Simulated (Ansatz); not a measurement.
F$_{3}$GeH$_{2}$Si (SMILES F[Si](F)(F)[GeH2]) (doublet)

```xyz
7

F     0.3230    1.2641    1.9845
F    -0.4256   -0.9886    2.9867
F    -2.1648    0.5470    1.8655
Ge   -0.2853   -0.9189   -0.3710
Si   -0.6548    0.0116    1.7494
H    -1.2743   -2.0428   -0.7199
H     1.1735   -1.3461   -0.5995
```

Geometry: PBE0-D3(BJ)/def2-SVP.

These are results of Ansatz 0.2.0, isolated molecule in a Gaussian basis; Kohn-Sham density functional theory, functional PBE0, not measurements.

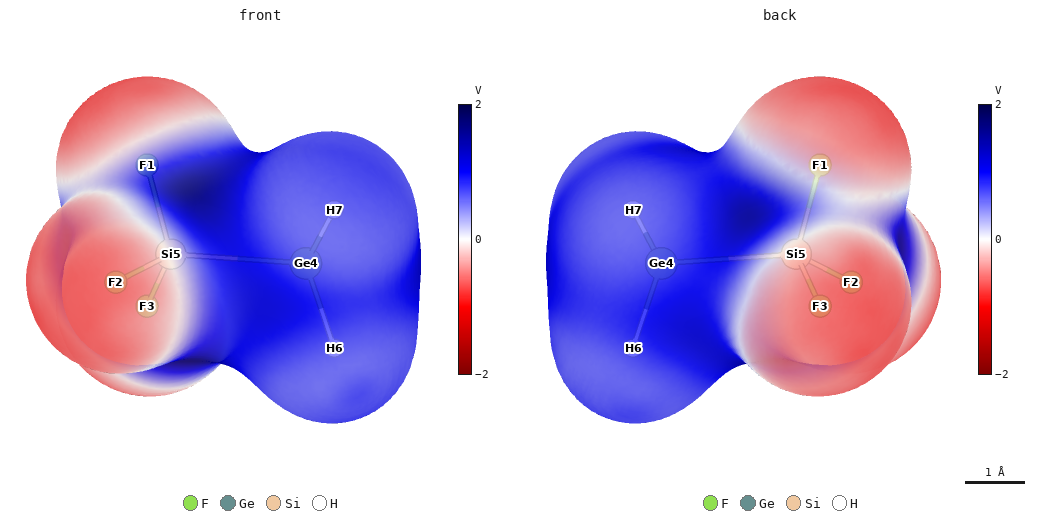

Figure 1. The electrostatic potential painted on the density surface at 0.002 e/bohr³, seen from the front and from behind; red is negative and blue positive.

> Which sites attract a positive test charge, and which a negative one?

A positive charge is drawn to the negative regions and a negative charge to the positive ones. The most negative region (about −0.7 V, or −16 kcal/mol for a unit charge) lies over F1, F2 and F3, the most positive (about +1.7 V, or +39 kcal/mol for a unit charge) over Si5.

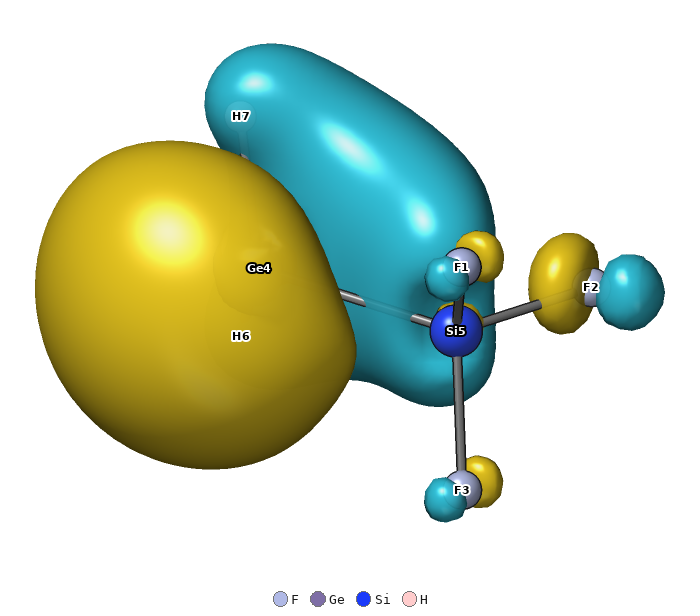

Figure 2. The LUMO (β) at ±0.08 Å⁻³ᐟ² (yellow and cyan are the two phases), seen at an oblique angle.

> What is the character of this orbital?

It lies mainly on Ge4 (about 75 %) and Si5 (about 15 %). Its energy is −3.56 eV.

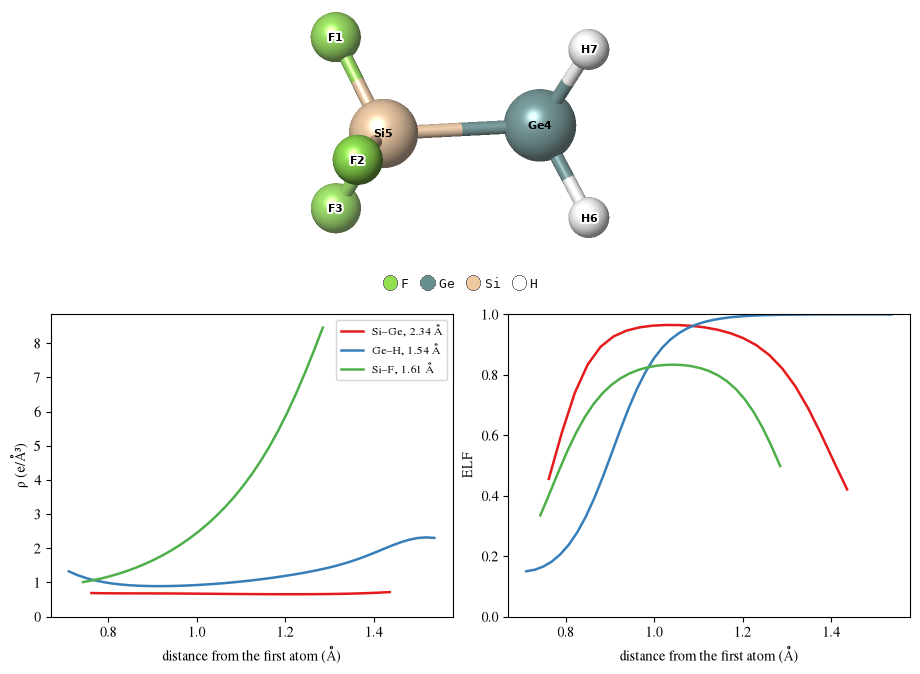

Figure 3. Electron density and ELF along straight lines between neighbouring atoms. The curves leave out the atomic cores. The structure is drawn too.

> Compare the contacts.

Si–Ge (2.34 Å): the density is about 0.66 e/Å³ at the midpoint; the ELF peaks at about 0.95 between the atoms (a shared electron pair).
Ge–H (1.54 Å): ρ is about 1.1 e/Å³ halfway; the ELF climbs to about 1 towards the hydrogen.
Si–F (1.61 Å): the density is about 1.2 e/Å³ at the midpoint; the ELF peaks at about 0.85 in the valence shell of F, 0.6 Å from its nucleus, and is about 0.55 at the midpoint.
